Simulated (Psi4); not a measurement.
# BN (boron nitride) at 5 levels

Wanted: a comparison of 5 runs (UHF/STO-3G, UHF/3-21G, ROBCCD/6-31G**, USCS-OMP2/cc-pVDZ-F12) of BN (boron nitride). 

The calculation is run with Psi4 1.11.

1 further run of the same task is left out (set aside as unsound or not needed).

## 1. The system as given

BN: 2 atoms, total charge 0, spin state triplet. SMILES: `B#N`. Geometry: relaxed at GFN2-xTB.

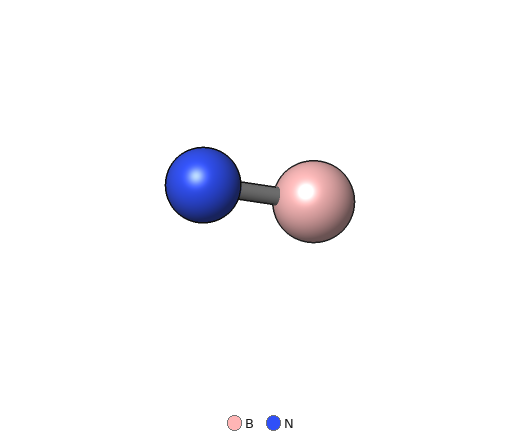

Viewed from a chosen angle; boron pink, nitrogen blue.

## 2. The energy at UHF/STO-3G (run 1)

calc.in reads:

```
memory 1.6 GB

molecule geom {
  0 3
  B
  N 1 r2

  r2 = 1.26843
  symmetry c1
}

set basis STO-3G
set reference uhf
set puream true
set e_convergence 1e-09
set d_convergence 1e-08
set scf_type pk
set maxiter 200

e, wfn = energy('scf', return_wfn=True)
oeprop(wfn, 'DIPOLE', 'WIBERG_LOWDIN_INDICES', 'MULLIKEN_CHARGES')
print_variables()
```

Launch:

```bash
$ psi4 -n 1 calc.in calc.out
```

calc.out:

```text
[...]
  Running in c1 symmetry.
[...]
  Nuclear repulsion =   14.601674805428758
[...]
  Multiplicity = 3
[...]
  Nalpha       = 7
  Nbeta        = 5
[...]
    Number of basis functions: 10
[...]
   @UHF iter   1:   -77.87696970239236   -1.28895e+00   2.76194e-02 DIIS/ADIIS
[...]
   @UHF iter  15:   -77.94182478314448   -5.68434e-13   4.21852e-09 DIIS
[...]
   @S^2 Observed:                2.084651018E+00
[...]
    Orbital Energies [Eh]
    ---------------------
    Alpha Occupied:
       1A    -15.306597     2A     -7.408957     3A     -1.066260
       4A     -0.505778     5A     -0.423360     6A     -0.393058
       7A     -0.354313
    Alpha Virtual:
       8A      0.295039     9A      0.340151    10A      0.973939
    Beta Occupied:
       1A    -15.298066     2A     -7.359918     3A     -0.965859
       4A     -0.405841     5A     -0.363413
[...]
  @UHF Final Energy:   -77.94182478314448
   => Energetics <=
    Nuclear Repulsion Energy =             14.6016748054287575
    One-Electron Energy =                -135.2355796058089936
    Two-Electron Energy =                  42.6920800172357531
    Total Energy =                        -77.9418247831444830
  UHF NO Occupations:
  HONO-2 :    5  A 1.9567566
  HONO-1 :    6  A 1.0000000
[...]
 Multipole Moments:
 ------------------------------------------------------------------------------------
     Multipole            Electronic (a.u.)      Nuclear  (a.u.)        Total (a.u.)
 ------------------------------------------------------------------------------------
 L = 1.  Multiply by 2.5417464519 to convert [e a0] to [Debye]
 Dipole X            :         -0.0000000            0.0000000           -0.0000000
 Dipole Y            :          0.0000000            0.0000000            0.0000000
 Dipole Z            :         -1.4861565            0.6755930           -0.8105635
 Magnitude           :                                                    0.8105635
[...]
  Mulliken Charges: (a.u.)
   Center  Symbol    Alpha    Beta     Spin     Total
       1     B     3.15304  1.58479  1.56825  0.26217
       2     N     3.84696  3.41521  0.43175 -0.26217
   Total alpha =  7.00000, Total beta =  5.00000, Total charge = -0.00000
  Wiberg Bond Indices using Orthogonal Lowdin Orbitals:
  Total Bond Index:
  Irrep: 1 Size: 2 x 2
                 1                   2
[...]
```

Run time: 2.4 s. Hardware: 1 thread of Intel Xeon Platinum 8259CL at 2.50GHz (Skylake/Cascade Lake), shared host; peak memory 0.18 GiB.

## 3. A single-point energy at UHF/3-21G (run 2)

job.in reads:

```
memory 1600 MB

molecule mol {
  0 3
  B
  N 1 r2

  r2 = 1.26843
  symmetry c1
}

set {
  basis         3-21G
  reference     uhf
  puream        true
  e_convergence 1e-09
  d_convergence 1e-08
  scf_type      pk
  maxiter       200
}

energy('hf')
```

Launch:

```bash
$ psi4 -i job.in -o job.out -n 1
```

job.out:

```text
[...]
  Running in c1 symmetry.
[...]
  Nuclear repulsion =   14.601674805428758
[...]
  Multiplicity = 3
[...]
  Nalpha       = 7
  Nbeta        = 5
[...]
    Number of basis functions: 18
[...]
   @UHF iter   1:   -78.48761411350878   -9.40989e-01   1.59828e-02 ADIIS/DIIS
[...]
   @UHF iter  15:   -78.54012244291512   -1.98952e-13   2.16012e-09 DIIS
[...]
   @S^2 Observed:                2.048546686E+00
[...]
    Orbital Energies [Eh]
    ---------------------
    Alpha Occupied:
       1A    -15.523055     2A     -7.654268     3A     -1.161518
       4A     -0.578193     5A     -0.507224     6A     -0.486385
       7A     -0.442410
    Alpha Virtual:
       8A      0.120386     9A      0.158705    10A      0.315390
      11A      0.590956    12A      0.597746    13A      0.650883
      14A      1.090263    15A      1.409902    16A      1.411596
      17A      1.472351    18A      2.575362
    Beta Occupied:
[...]
  @UHF Final Energy:   -78.54012244291512
   => Energetics <=
    Nuclear Repulsion Energy =             14.6016748054287575
    One-Electron Energy =                -134.7834722878991442
    Two-Electron Energy =                  41.6416750395552668
    Total Energy =                        -78.5401224429151199
  UHF NO Occupations:
  HONO-2 :    5  A 1.9756102
  HONO-1 :    6  A 1.0000000
[...]
 Multipole Moments:
 ------------------------------------------------------------------------------------
     Multipole            Electronic (a.u.)      Nuclear  (a.u.)        Total (a.u.)
 ------------------------------------------------------------------------------------
 L = 1.  Multiply by 2.5417464519 to convert [e a0] to [Debye]
 Dipole X            :         -0.0000000            0.0000000           -0.0000000
 Dipole Y            :         -0.0000000            0.0000000           -0.0000000
 Dipole Z            :         -1.5882128            0.6755930           -0.9126197
 Magnitude           :                                                    0.9126197
[...]
```

Run time: 2.3 s. Hardware: 1 thread of Intel Xeon Platinum 8259CL at 2.50GHz (Skylake/Cascade Lake), shared host; peak memory 0.18 GiB.

Runs 3 to 4 aren't shown in full; the table further down has their settings and results.

## 4. A single-point energy at USCS-OMP2/cc-pVDZ-F12 (sfX2C) (run 5)

run.py reads:

```python
import psi4

psi4.set_memory(1600000000)
psi4.set_num_threads(1)
psi4.set_output_file('output.dat', False)

molecule = psi4.geometry("""
0 3
B      0.000000     0.000000     0.000000
N      0.000000     0.000000     1.268430
symmetry c1
""")

psi4.set_options({
    'basis': 'cc-pVDZ-F12',
    'reference': 'uhf',
    'scf_type': 'pk',
    'mp2_type': 'conv',
    'relativistic': 'x2c',
})

e = psi4.energy("scs-omp2")
print(f'total energy {e:.8f} hartree = {e * 27.211386:.5f} eV')
for k, v in sorted(psi4.core.scalar_variables().items()):
    print(f'{k:45s} {v:18.10f}')
```

Launch:

```bash
$ python run.py
```

output.dat:

```text
[...]
  Running in c1 symmetry.
[...]
  Nuclear repulsion =   14.601674805428758
[...]
  Multiplicity = 3
[...]
  Nalpha       = 7
  Nbeta        = 5
[...]
    Number of basis functions: 60
[...]
    WARNING: The X2C and Dirac Hamiltonians have substatially different eigenvalues!
             This is probably caused by the recontraction of the basis set.
[...]
   @UHF iter   1:   -78.97703370863881   -1.00803e+00   6.14346e-03 DIIS/ADIIS
[...]
   @UHF iter  15:   -79.04906047556783   -8.22808e-12   8.34931e-09 DIIS
[...]
   @S^2 Observed:                2.031279091E+00
[...]
    Orbital Energies [Eh]
    ---------------------
    Alpha Occupied:
       1A    -15.602601     2A     -7.693649     3A     -1.157153
       4A     -0.589685     5A     -0.521850     6A     -0.495600
       7A     -0.447435
    Alpha Virtual:
       8A      0.037997     9A      0.041405    10A      0.043798
      11A      0.056180    12A      0.105317    13A      0.123712
      14A      0.166051    15A      0.179036    16A      0.193010
      17A      0.237466    18A      0.260331    19A      0.363295
      20A      0.373295    21A      0.472185    22A      0.599478
      23A      0.599532    24A      0.712417    25A      0.747746
[...]
  @UHF Final Energy:   -79.04906047556783
   => Energetics <=
    Nuclear Repulsion Energy =             14.6016748054287575
    One-Electron Energy =                -135.5343134369099403
    Two-Electron Energy =                  41.8835781559133551
    Total Energy =                        -79.0490604755678277
  UHF NO Occupations:
  HONO-2 :    5  A 1.9859890
  HONO-1 :    6  A 1.0000000
[...]
 Multipole Moments:
 ------------------------------------------------------------------------------------
     Multipole            Electronic (a.u.)      Nuclear  (a.u.)        Total (a.u.)
 ------------------------------------------------------------------------------------
 L = 1.  Multiply by 2.5417464519 to convert [e a0] to [Debye]
 Dipole X            :         -0.0000000            0.0000000           -0.0000000
 Dipole Y            :          0.0000000            0.0000000            0.0000000
 Dipole Z            :         -1.7306554            0.6755930           -1.0550624
 Magnitude           :                                                    1.0550624
[...]
	SCS-MP2 Total Energy (a.u.)        :   -79.29357402296557
	SOS-MP2 Total Energy (a.u.)        :   -79.29204466907341
[...]
	MP2 Total Energy (a.u.)            :   -79.30432566297176
[...]
	SCS-OMP2 Total Energy (a.u.)       :   -79.30173311322766
	SOS-OMP2 Total Energy (a.u.)       :   -79.28042772258013
[...]
	OMP2 Total Energy (a.u.)           :   -79.30432566269775
[...]
```

Run time: 28 s. Hardware: 1 thread of Intel Xeon Platinum 8259CL at 2.50GHz (Skylake/Cascade Lake), shared host; peak memory 0.32 GiB.

## 5. The series

```
run                                 level  Cartesian functions  frozen core orbitals  energy (Eh)  HOMO energy (eV)  LUMO energy (eV)   ⟨S²⟩  wall time
  1                            UHF/STO-3G                   no                     0   -77.941825             -9.64              4.08  2.085      2.4 s
  2                             UHF/3-21G                   no                     0   -78.540122            -12.04              0.23  2.049      2.3 s
  3  ROBCCD/6-31G** (Cartesian functions)                  yes                     2   -79.185432                 –                 –      –      8.1 s
  4                 USCS-OMP2/cc-pVDZ-F12                   no                     0   -79.267563            -12.10             -0.34  2.031       27 s
  5         USCS-OMP2/cc-pVDZ-F12 (sfX2C)                   no                     0   -79.301733            -12.10             -0.34  2.031       28 s
```

## 6. Results

```
                                                         quantity         value
                                              run 5: total energy  -79.30173 Eh
run 5: HOMO energy (Hartree–Fock orbitals) (highest over α and β)     -12.10 eV
 run 5: LUMO energy (Hartree–Fock orbitals) (lowest over α and β)      -0.34 eV
                                        run 5: correlation energy    -252.7 mEh
                         run 5: ⟨S²⟩ of the reference determinant         2.031
```

What this shows: In run 1 the basis is minimal, so the values are rough. All runs together took 68 s, the longest 28 s.
